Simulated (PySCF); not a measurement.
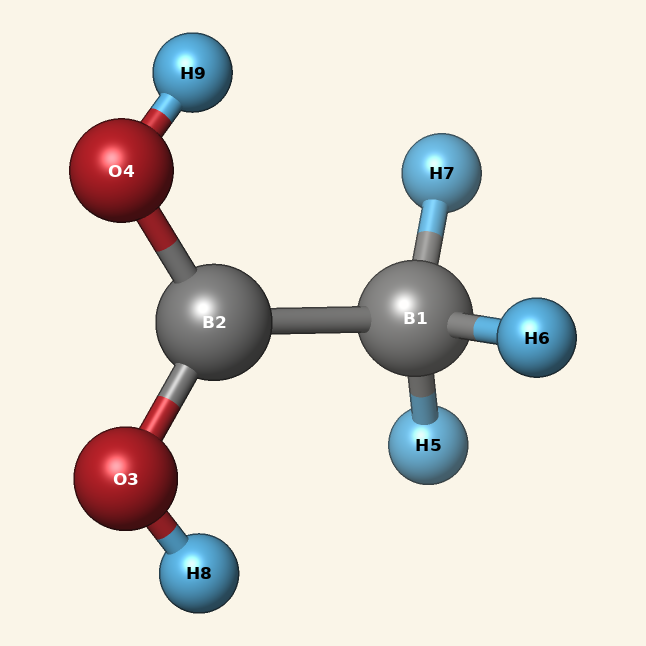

The species has charge −1 and is a spin singlet. Computed geometry: PBE0-D3(BJ)/def2-SVP optimisation. No frequency run is at hand to confirm it as a minimum. Method: B3LYP/pcJ-1 indirect spin-spin coupling, non-relativistic, gas phase (PySCF 2.14.0). Isotopes: 11B, 1H, 17O.

Give the spin–spin coupling constants of these pairs, with the number of bonds between them: B2/H9, B2/H5, B2/H6, B2/H7, O3/O4, H5/H6, O4/H6.

```json
{"pair": "B2, H9", "bonds apart": "2", "J (Hz)": "−5.7"}
{"pair": "B2, H5", "bonds apart": "2", "J (Hz)": "−5.6"}
{"pair": "B2, H6", "bonds apart": "2", "J (Hz)": "−7.4"}
{"pair": "B2, H7", "bonds apart": "2", "J (Hz)": "−5.2"}
{"pair": "O3, O4", "bonds apart": "2", "J (Hz)": "16.2"}
{"pair": "H5, H6", "bonds apart": "2", "J (Hz)": "−15.5"}
{"pair": "O4, H6", "bonds apart": "3", "J (Hz)": "−0.6"}
```
